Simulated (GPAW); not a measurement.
## B K-edge XANES of Mn2B (I4/mcm)

Aim: the near-edge shape at the B K edge of Mn2B (I4/mcm), and what the core hole does to it.

Program: GPAW 26.7.0. Level of theory: X-ray absorption from dipole matrix elements to empty bands, plane-wave PAW LDA. Results are calculated unless marked as measured.

## 1. Set-up

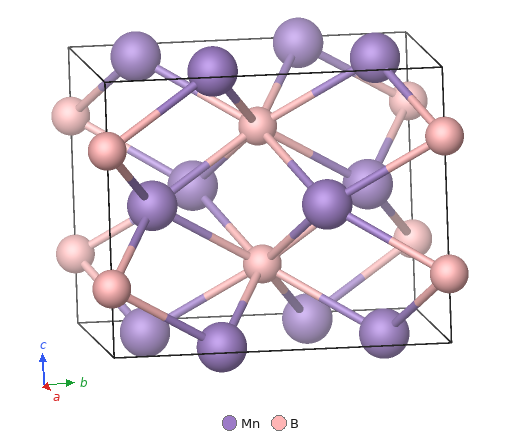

The starting structure, seen slightly off an axis (manganese light purple, boron pink). This picture shows the conventional cell, with its axes. Some periodic images of atoms are drawn too.

Coordinates:

```cif
data_structure
_symmetry_space_group_name_H-M 'I4/mcm'
_symmetry_Int_Tables_number 140
_cell_length_a 5.1480
_cell_length_b 5.1480
_cell_length_c 4.2080
_cell_angle_alpha 90.000
_cell_angle_beta 90.000
_cell_angle_gamma 90.000
_cell_volume 111.52
loop_
_atom_site_label
_atom_site_type_symbol
_atom_site_symmetry_multiplicity
_atom_site_Wyckoff_symbol
_atom_site_fract_x
_atom_site_fract_y
_atom_site_fract_z
_atom_site_occupancy
Mn1 Mn 8 h 0.16300 0.33700 0.50000 1
B1 B 4 a 0.00000 0.00000 0.75000 1
```

## 2. The field without a hole

A plain self-consistent run shows whether there is a gap and which moments survive; both decide the set-up of the core-hole run.

File scf.py:

```python
import numpy as np
from ase import Atoms
from ase.parallel import parprint, paropen
from gpaw import GPAW, PW, FermiDirac, Mixer, MixerDif, setup_paths
from gpaw.test import gen
setup_paths.insert(0, '.')
gen('B', name='nch1s', xcname='LDA', corehole=(1, 0, 0), write_xml=True)
from gpaw.mpi import world
world.barrier()

atoms = Atoms('Mn4B2',
    cell=[[-2.574, 2.574, 2.104],
     [2.574, -2.574, 2.104],
     [2.574, 2.574, -2.104]],
    scaled_positions=[[0.837, 0.663, 0.5],
     [0.337, 0.837, 0.174],
     [0.163, 0.337, 0.5],
     [0.663, 0.163, 0.826],
     [0.75, 0.75, 0],
     [0.25, 0.25, 0]],
    magmoms=[4.0, 4.0, 4.0, 4.0, 0.0, 0.0],
    pbc=True)
atoms.calc = calc = GPAW(legacy_gpaw=True, mode=PW(430, force_complex_dtype=True), xc='LDA', setups={4: 'nch1s'},
    kpts={'size': (8, 8, 8), 'gamma': True}, occupations=FermiDirac(0.05),
    charge=0, mixer=MixerDif(0.05, 8, 50), maxiter=150,
    convergence={'density': 0.0001, 'eigenstates': 1e-6}, txt='scf.txt')
energy = atoms.get_potential_energy() + calc.get_reference_energy()
ef = calc.get_fermi_level()
out = dict(energy=energy, fermi=ef, forces=atoms.get_forces().tolist(), magmoms=atoms.get_magnetic_moments().tolist())
parprint(f'all-electron energy {energy:.4f} eV, Fermi level {ef:.4f} eV')
ev = np.array([[calc.get_eigenvalues(k, s) for k in range(len(calc.get_ibz_k_points()))] for s in range(calc.get_number_of_spins())])
out['homo'], out['lumo'], out['counts'] = ev[ev < ef].max(), ev[ev > ef].min(), sorted(set((ev < ef).sum((0, 2)).tolist()))
out['filled'] = (ev[:, 0] < ef).sum(1).tolist()
import json
with paropen('out.json', 'w') as f:
    json.dump(out, f)
```

Run with:

```bash
$ OMP_NUM_THREADS=1 mpirun -n 4 gpaw python scf.py
```

Numbers of over 12 decimals in the logs are rounded to 6 here.

What it wrote:

```text
Input parameters:
  convergence: {density: 0.0001,
                eigenstates: 1e-06}
  kpts: {gamma: True,
         size: (8, 8, 8)}
  maxiter: 150
  mixer: {backend: pulay,
          beta: 0.05,
          method: difference,
          nmaxold: 8,
          weight: 50}
  mode: {ecut: 430.0,
         force_complex_dtype: True,
         name: pw}
  occupations: {fixmagmom: False,
                name: fermi-dirac,
                width: 0.05}
  setups: {4: nch1s}

Initialize ...

[... PAW data sets ...]

Reference energy: -127147.116467  # eV

Spin-polarized calculation.
Initial magnetic moment: 16.000000

[... convergence settings ...]
Symmetries present (total): 4
  [... symmetry matrices ...]

512 k-points: 8 x 8 x 8 Monkhorst-Pack grid + [1/16,1/16,1/16]
78 k-points in the irreducible part of the Brillouin zone
       k-points in crystal coordinates                weights
   0:     0.00000000    0.00000000    0.00000000          1/512
   1:     0.12500000   -0.12500000    0.00000000          4/512
   2:     0.12500000   -0.12500000    0.12500000          4/512
   3:     0.12500000    0.00000000    0.00000000          8/512
   4:     0.12500000    0.12500000   -0.12500000          2/512
   5:     0.25000000   -0.25000000   -0.12500000          4/512
   6:     0.25000000   -0.25000000    0.00000000          4/512
   7:     0.25000000   -0.25000000    0.12500000          4/512
   8:     0.25000000   -0.25000000    0.25000000          4/512
   9:     0.25000000   -0.12500000   -0.12500000          8/512
          ...
  77:     0.50000000    0.50000000    0.50000000          1/512

Wave functions: Plane wave expansion
  Cutoff energy: 430.000 eV
  Number of coefficients (min, max): 1115, 1151
  Pulay-stress correction: 0.000000 eV/Ang^3 (de/decut=0.000000)
  Using FFTW library
  Wavefunction extrapolation:
    Improved wavefunction reuse through dual PAW basis

Occupation numbers: Fermi-Dirac:
  width: 0.0500  # eV

Eigensolver
   Davidson(niter=2)

Densities:
  Coarse grid: 21*21*21 grid
  Fine grid: 42*42*42 grid
  Total Charge: 0.000000

Density mixing:
  Method: difference
  Backend: pulay
  Linear mixing parameter: 0.05
  old densities: 8
  Width of damping distribution: 1.1
  Damping of long wavelength oscillations: 50

[... Hamiltonian set-up ...]
Number of atoms: 6
Number of atomic orbitals: 60
Number of bands in calculation: 54
Number of valence electrons: 66
Bands to converge: occupied

... initialized

Initializing position-dependent things.

Density initialized from atomic densities
Creating initial wave functions:
  54 bands from LCAO basis set

        B  Mn

        B  Mnn
            Mn

Atomic positions and initial magnetic moments

Positions:
   0 Mn     0.839124    1.734876    2.104000    ( 0.0000,  0.0000,  4.0000)
   1 Mn     1.734876   -0.839124    2.104000    ( 0.0000,  0.0000,  4.0000)
   2 Mn     1.734876    0.839124    0.000000    ( 0.0000,  0.0000,  4.0000)
   3 Mn     0.839124    3.413124    0.000000    ( 0.0000,  0.0000,  4.0000)
   4 B      0.000000    0.000000    3.156000    ( 0.0000,  0.0000,  0.0000)
   5 B      0.000000    0.000000    1.052000    ( 0.0000,  0.0000,  0.0000)

Unit cell:
           periodic     x           y           z      points  spacing
  1. axis:    yes   -2.574000    2.574000    2.104000    21     0.1551
  2. axis:    yes    2.574000   -2.574000    2.104000    21     0.1551
  3. axis:    yes    2.574000    2.574000   -2.104000    21     0.1733

  Lengths:   4.204494   4.204494   4.204494
  Angles:  104.502197 104.502197 119.944821

Effective grid spacing dv^(1/3) = 0.1819

iter:   1   -58.008327                   +16.0305
iter:   2   -59.954509   -0.86  -1.51    +11.0334
iter:   3   -60.773788   -1.81  -1.54    +5.8745
iter:   4   -60.560786   -2.32  -1.60    +4.1569
iter:   5   -60.568909   -2.68  -1.76    +2.7607
iter:   6   -60.712231   -3.08  -1.92    +1.5214
iter:   7   -60.757274   -3.06  -2.27    +0.2853
iter:   8   -60.756374   -4.62  -2.90    +0.2711
iter:   9   -60.755704c  -4.94  -3.01    +0.2274
iter:  10   -60.755454c  -5.30  -3.13    +0.2087
iter:  11   -60.756240c  -4.89  -3.79    +0.0049
iter:  12   -60.756195c  -6.20c -3.99    -0.0105
iter:  13   -60.756195c  -7.44c -4.41c   -0.0073

Converged after 13 iterations.

Dipole moment: (-0.000000, 0.000000, 0.000000) |e|*Ang

Total magnetic moment: (0.000000, 0.000000, -0.007294)
Local magnetic moments:
   0 Mn ( 0.000000,  0.000000, -0.001854)
   1 Mn ( 0.000000,  0.000000, -0.001854)
   2 Mn ( 0.000000,  0.000000, -0.001854)
   3 Mn ( 0.000000,  0.000000, -0.001854)
   4 B  ( 0.000000,  0.000000,  0.000022)
   5 B  ( 0.000000,  0.000000,  0.000022)

Energy contributions relative to reference atoms: (reference = -127147.116467)

Kinetic:        -17.761673
Potential:      +11.979964
External:        +0.000000
XC:             -55.757989
Entropy (-ST):   -0.050082
Local:           +0.808544
SIC:             +0.000000
--------------------------
Free energy:    -60.781236
Extrapolated:   -60.756195

Spin contamination: 0.000330 electrons
Showing only first 2 kpts
                      Up                     Down
 Kpt  Band  Eigenvalues  Occupancy  Eigenvalues  Occupancy
  0    31     10.00530    0.99999     10.00327    0.99999
  0    32     10.00530    0.99999     10.00327    0.99999
  0    33     10.58502    0.39547     10.58255    0.40733
  0    34     10.97665    0.00026     10.97500    0.00027

  1    31      9.82562    1.00000      9.82364    1.00000
  1    32      9.93150    1.00000      9.92948    1.00000
  1    33     10.73330    0.03261     10.73082    0.03421
  1    34     10.96397    0.00033     10.96232    0.00035

Fermi level: 10.56380

No gap
No difference between direct/indirect transitions

Forces in eV/Ang:
  0 Mn   -0.19087    0.19088    0.00000
  1 Mn    0.19088    0.19087    0.00000
  2 Mn    0.19087   -0.19088    0.00000
  3 Mn   -0.19088   -0.19087    0.00000
  4 B     0.00000    0.00000    0.00001
  5 B     0.00000    0.00000   -0.00001
Scalar-relativistic atomic LDA calculation for B (Boron, Z=5)
Core hole in 1s state (1s occupation: 2.0)
300 radial gridpoints.
|------------------------------------------------|
|------------------------------------------------|
[... the atom generator's iteration count ...]

Energy contributions:
-------------------------
Kinetic:      +24.180604
XC:            -3.523894
Potential:    -45.007336
-------------------------
Total:        -24.350626

state      eigenvalue         ekin         rmax
-----------------------------------------------
1s^2.0 :    -6.565858    10.670813        0.212
2s^2.0 :    -0.344821     1.048488        1.518
2p^1.0 :    -0.136481     0.742001        1.561
-----------------------------------------------
(units: Bohr and Hartree)

Generating PAW setup
Kinetic energy of the core from tauc = 21.348427
Cutoffs:
rc(s)=1.200
rc(p)=1.200
rc(d)=1.200
rc(vbar)=1.080
rc(comp)=1.200
rc(nct)=1.200

Kinetic energy of the core states: 21.341627
Charge: 0.0
Core electrons: 2.0
Valence electrons: 3.0
Pseudo-core charge: 0.117059
Shape function alpha=6.944
Pseudo-electron charge 3.110279
state    eigenvalue         norm
--------------------------------
2s(2) :    -0.344821     1.005361
*s    :     0.655179
2p(1) :    -0.136481     0.982498
*p    :     0.863519
*d    :     0.000000
--------------------------------

Diagonalizing with gridspacing h=0.050

state   all-electron     PAW
-------------------------------
2s:      -0.344821    -0.345234
2p:      -0.136481    -0.136840
*d:                    0.041809
*f:                    0.072211
-------------------------------
all-electron energy -127207.8727 eV, Fermi level 10.5638 eV
```

Elapsed: 46 s, on 4 MPI ranks of AMD EPYC 9R14 (Zen 4), shared host; peak memory 0.33 GiB; 3 min of CPU time.

The mesh shows no gap, so the system is treated as a metal and the core electron is put at the Fermi level (neutral cell).

## 3. Spectrum without a core hole, B atom 5

Without a hole the spectrum is the empty density of states of the right symmetry on the absorber, weighted by matrix elements. It needs only the small cell and serves as the baseline. The data set with a hole of occupation 0 only carries the core orbital.

The absorber has 2 B at 2.10 Å and 8 Mn at 2.20 Å (10-fold, site symmetry 422).

File xas.py:

```python
import numpy as np
from ase import Atoms
from ase.parallel import parprint, paropen
from gpaw import GPAW, PW, FermiDirac, Mixer, MixerDif, setup_paths
from gpaw.test import gen
setup_paths.insert(0, '.')
gen('B', name='nch1s', xcname='LDA', corehole=(1, 0, 0), write_xml=True)
from gpaw.mpi import world
world.barrier()

atoms = Atoms('Mn4B2',
    cell=[[-2.574, 2.574, 2.104],
     [2.574, -2.574, 2.104],
     [2.574, 2.574, -2.104]],
    scaled_positions=[[0.837, 0.663, 0.5],
     [0.337, 0.837, 0.174],
     [0.163, 0.337, 0.5],
     [0.663, 0.163, 0.826],
     [0.75, 0.75, 0],
     [0.25, 0.25, 0]],
    magmoms=[4.0, 4.0, 4.0, 4.0, 0.0, 0.0],
    pbc=True)
atoms.calc = calc = GPAW(legacy_gpaw=True, mode=PW(430, force_complex_dtype=True), xc='LDA', setups={4: 'nch1s'},
    kpts={'size': (10, 10, 10), 'gamma': True}, occupations=FermiDirac(0.1),
    charge=0, mixer=MixerDif(0.05, 8, 50), maxiter=150,
    convergence={'density': 0.0001, 'eigenstates': 1e-6}, txt='scf.txt')
energy = atoms.get_potential_energy() + calc.get_reference_energy()
ef = calc.get_fermi_level()
out = dict(energy=energy, fermi=ef, forces=atoms.get_forces().tolist(), magmoms=atoms.get_magnetic_moments().tolist())
parprint(f'all-electron energy {energy:.4f} eV, Fermi level {ef:.4f} eV')
ev = np.array([[calc.get_eigenvalues(k, s) for k in range(len(calc.get_ibz_k_points()))] for s in range(calc.get_number_of_spins())])
out['homo'], out['lumo'], out['counts'] = ev[ev < ef].max(), ev[ev > ef].min(), sorted(set((ev < ef).sum((0, 2)).tolist()))
out['filled'] = (ev[:, 0] < ef).sum(1).tolist()

from ase.units import Ha
from gpaw.xas import dipole_matrix_elements
nb = int(calc.get_number_of_electrons() / 2) + 56
top = nb
nscf = calc.fixed_density(kpts={'size': (6, 6, 6), 'gamma': True},
    convergence={'eigenstates': 1.0}, txt='nscf.txt')
nscf.diagonalize_full_hamiltonian(nbands=nb)
cell = atoms.cell.array
ops = [cell.T @ U.T @ np.linalg.inv(cell.T) for U in nscf.wfs.kd.symmetry.op_scc]
E = np.arange(-25, 34, 0.1)
fwhm = np.interp(E, [4, 25], [0.9, 3.5])
Y, X, zero, highest = 0, 0, 1e9, 1e9
for spin in range(nscf.get_number_of_spins()):
    wfs = nscf.wfs
    mine = wfs.bd.get_slice()  # this rank's bands
    A = dipole_matrix_elements(wfs.setups[4])
    eps = np.zeros((wfs.kd.nibzkpts, nb))
    d = np.zeros((3, A.shape[1], wfs.kd.nibzkpts, nb), complex)
    for kpt in wfs.kpt_u:
        if kpt.s == spin and 4 in kpt.P_ani:
            eps[kpt.k, mine] = kpt.eps_n * Ha
            d[:, :, kpt.k, mine] = (kpt.weight * wfs.nspins / 2) ** 0.5 * np.inner(A, kpt.P_ani[4])
    world.sum(eps)
    world.sum(d)
    T = np.einsum('amkn,bmkn->abkn', d, d.conj()).real
    T = sum(np.einsum('ai,ijkn,bj->abkn', R, T, R) for R in ops) / len(ops)
    empty = eps > ef
    zero, highest = min(zero, eps[empty].min()), min(highest, eps[:, top - 1].min())
    lines = [(eps, T, empty)] if spin == 0 else lines + [(eps, T, empty)]
for eps, T, empty in lines:
    f = np.einsum('aakn->akn', T).reshape(3, -1)
    x = eps.ravel() - zero
    w = np.interp(x, E, fwhm) / 2.35482
    g = np.exp(-0.5 * ((E[:, None] - x) / w) ** 2) / (w * (2 * np.pi) ** 0.5)
    Y = Y + (f * empty.ravel()) @ g.T
    X = X + (f * ~empty.ravel()) @ g.T
out.update(E=E.round(2).tolist(), xas=Y.tolist(), xes=X.tolist(), zero=zero, valid=highest - zero, nk=len(eps), nb=nb)
for i in range(0, len(E), 10):
    parprint(f'{E[i]:7.2f}', *(f'{v:10.3e}' for v in Y[:, i]))
import json
with paropen('out.json', 'w') as f:
    json.dump(out, f)
```

Run with:

```bash
$ OMP_NUM_THREADS=1 mpirun -n 4 gpaw python xas.py
```

What it wrote:

```text
Input parameters:
  convergence: {density: 0.0001,
                eigenstates: 1e-06}
  kpts: {gamma: True,
         size: (10, 10, 10)}
  maxiter: 150
  mixer: {backend: pulay,
          beta: 0.05,
          method: difference,
          nmaxold: 8,
          weight: 50}
  mode: {ecut: 430.0,
         force_complex_dtype: True,
         name: pw}
  occupations: {fixmagmom: False,
                name: fermi-dirac,
[...]
2s:      -0.344821    -0.345234
2p:      -0.136481    -0.136840
*d:                    0.041809
*f:                    0.072211
-------------------------------
all-electron energy -127207.8707 eV, Fermi level 10.5573 eV
 -25.00 1.531e-251 1.531e-251 1.453e-251
 -24.00 8.868e-242 8.868e-242 8.914e-242
 -23.00 3.282e-232 3.282e-232 3.471e-232
 -22.00 7.762e-223 7.762e-223 8.578e-223
[...]
32.00  8.201e-04  8.201e-04  7.837e-04
  33.00  6.880e-04  6.880e-04  6.978e-04
[key lines of the parts left out:]
Converged after 12 iterations.
Dipole moment: (-0.000000, 0.000000, 0.000000) |e|*Ang
Free energy:    -60.859790
Fermi level: 10.55727
```

Elapsed: 1.8 min, on 4 MPI ranks; peak memory 0.57 GiB; 7.2 min of CPU time.

The B K spectrum, B atom 5, no core hole (energy from the lowest empty level; intensity scaled to a mean of 1 over the first 20 eV; polarised curves are means over the symmetry-equivalent atoms):

```tsv
E (eV)	isotropic	ε ⊥ c	ε ∥ c
-2.0	0.00	0.00	0.00
-0.5	0.03	0.04	0.03
1.0	0.30	0.30	0.32
2.5	0.89	0.95	0.76
4.0	1.04	1.07	0.98
5.5	1.43	1.58	1.13
7.0	1.37	1.38	1.36
8.5	1.27	0.78	2.24
10.0	1.44	0.92	2.48
11.5	2.09	1.74	2.79
13.0	0.88	1.06	0.53
14.5	0.68	0.91	0.22
16.0	0.59	0.75	0.29
17.5	0.62	0.77	0.32
19.0	0.77	0.93	0.46
20.5	0.81	0.92	0.58
22.0	0.64	0.69	0.54
23.5	0.48	0.48	0.47
25.0	0.55	0.52	0.62
26.5	0.71	0.66	0.81
28.0	0.77	0.74	0.83
29.5	0.78	0.78	0.77
31.0	0.78	0.79	0.74
```

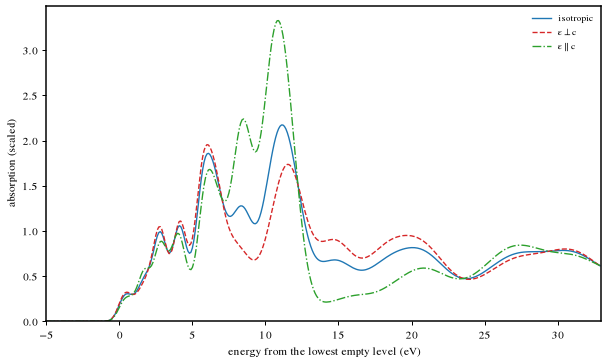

The B K edge, B atom 5, no core hole: main maxima at 6.1, 8.3 and 11.1 eV.

Main maxima below 24 eV (height): 2.8 eV (0.99), 4.1 eV (1.06), 6.1 eV (1.86), 8.3 eV (1.28), 11.1 eV (2.17) and 20.1 eV (0.82). A K edge sees empty p states on the absorber.

The same matrix elements for filled bands give the B K emission of B atom 5 (ground-state approximation; energy from the lowest empty level, largest value 1):

```tsv
E (eV)	emission
-24.0	0.00
-22.5	0.00
-21.0	0.00
-19.5	0.00
-18.0	0.00
-16.5	0.00
-15.0	0.00
-13.5	0.00
-12.0	0.00
-10.5	0.02
-9.0	0.08
-7.5	0.15
-6.0	0.41
-4.5	0.63
-3.0	0.98
-1.5	0.13
0.0	0.08
1.5	0.00
3.0	0.00
```

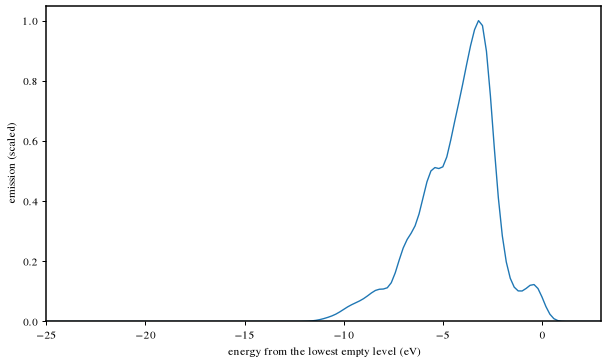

X-ray emission from the filled bands.

Emission maxima: -3.2 eV (1.00).

## 4. Reference energy of the supercell

The photon energy needs a difference of total energies, so the cell and mesh of the coming hole run are first run without a hole.

scf.py, as its differences from that of step 2:

```diff
@@ -10,16 +10,28 @@
 
-atoms = Atoms('Mn4B2',
-    cell=[[-2.574, 2.574, 2.104],
-     [2.574, -2.574, 2.104],
-     [2.574, 2.574, -2.104]],
-    scaled_positions=[[0.837, 0.663, 0.5],
-     [0.337, 0.837, 0.174],
-     [0.163, 0.337, 0.5],
-     [0.663, 0.163, 0.826],
-     [0.75, 0.75, 0],
-     [0.25, 0.25, 0]],
-    magmoms=[4.0, 4.0, 4.0, 4.0, 0.0, 0.0],
+atoms = Atoms('Mn12B6',
+    cell=[[0, 5.148, 0],
+     [5.148, 0, 0],
+     [-2.574, -2.574, -6.312]],
+    scaled_positions=[[0.17033333, 0.99633333, 0.66666667],
+     [0.837, 0.663, 0],
+     [0.50366667, 0.32966667, 0.33333333],
+     [0.67033333, 0.17033333, 0.66666667],
+     [0.337, 0.837, 0],
+     [0.00366667, 0.50366667, 0.33333333],
+     [0.163, 0.337, 0],
+     [0.82966667, 0.00366667, 0.33333333],
+     [0.49633333, 0.67033333, 0.66666667],
+     [0.663, 0.163, 0],
+     [0.32966667, 0.82966667, 0.33333333],
+     [0.99633333, 0.49633333, 0.66666667],
+     [0.75, 0.75, 0.5],
+     [0.41666667, 0.41666667, 0.83333333],
+     [0.08333333, 0.08333333, 0.16666667],
+     [0.91666667, 0.91666667, 0.83333333],
+     [0.58333333, 0.58333333, 0.16666667],
+     [0.25, 0.25, 0.5]],
+    magmoms=[4.0, 4.0, 4.0, 4.0, 4.0, 4.0, 4.0, 4.0, 4.0, 4.0, 4.0, 4.0, 0.0, 0.0, 0.0, 0.0, 0.0, 0.0],
     pbc=True)
-atoms.calc = calc = GPAW(legacy_gpaw=True, mode=PW(430, force_complex_dtype=True), xc='LDA', setups={4: 'nch1s'},
-    kpts={'size': (8, 8, 8), 'gamma': True}, occupations=FermiDirac(0.05),
+atoms.calc = calc = GPAW(legacy_gpaw=True, mode=PW(430, force_complex_dtype=True), xc='LDA', setups={12: 'nch1s'},
+    kpts={'size': (4, 4, 4), 'gamma': True}, occupations=FermiDirac(0.1),
     charge=0, mixer=MixerDif(0.05, 8, 50), maxiter=150,
```

Run with:

```bash
$ OMP_NUM_THREADS=1 mpirun -n 4 gpaw python scf.py
```

What it wrote:

```text
Input parameters:
  convergence: {density: 0.0001,
                eigenstates: 1e-06}
  kpts: {gamma: True,
         size: (4, 4, 4)}
  maxiter: 150
  mixer: {backend: pulay,
          beta: 0.05,
          method: difference,
          nmaxold: 8,
          weight: 50}
  mode: {ecut: 430.0,
         force_complex_dtype: True,
         name: pw}
  occupations: {fixmagmom: False,
                name: fermi-dirac,
[...]
<dir> UserWarning: Initial realspace grid (25,25,35) inconsistent with symmetries.
  warnings.warn(
<dir> UserWarning: Using symmetrized grid: (35,35,35).

  warnings.warn('Using symmetrized grid: ({},{},{}).\n'.format(*N_c))
<dir> UserWarning: Initial realspace grid (25,25,35) inconsistent with symmetries.
  warnings.warn(
<dir> UserWarning: Using symmetrized grid: (35,35,35).

  warnings.warn('Using symmetrized grid: ({},{},{}).\n'.format(*N_c))
all-electron energy -381623.5849 eV, Fermi level 10.5540 eV
[key lines of the parts left out:]
Converged after 15 iterations.
Dipole moment: (-0.000000, -0.000000, -0.000000) |e|*Ang
Free energy:   -182.560618
Fermi level: 10.55399
```

It took 2.6 min on 4 MPI ranks; peak memory 0.84 GiB; 10 min of CPU time.

Reference energy: -381623.585 eV with the cores included.

(Part 1 of 3 ends here.)

[Banner, clock and machine lines of the logs are left out without a mark of their own.]

[Logs are printed without paths, hosts, clocks, repeated set-up lines and the standing remarks that a program may print on its own settings, such as how far it seeks lower states.]

[Hosts, paths, dates, database ids (printed as entryN), source tags and the programs' standing remarks are cut or masked in the printed files.]

[Lists of maxima count a maximum above −3 eV only where it reaches 4 % of the highest in the window and stands out from its surroundings by 2 % of it (1.5 % where it reaches 55 %); shoulders and weaker maxima are passed over, and of the rest the first, up to two pre-edge ones and the few strongest are named.]
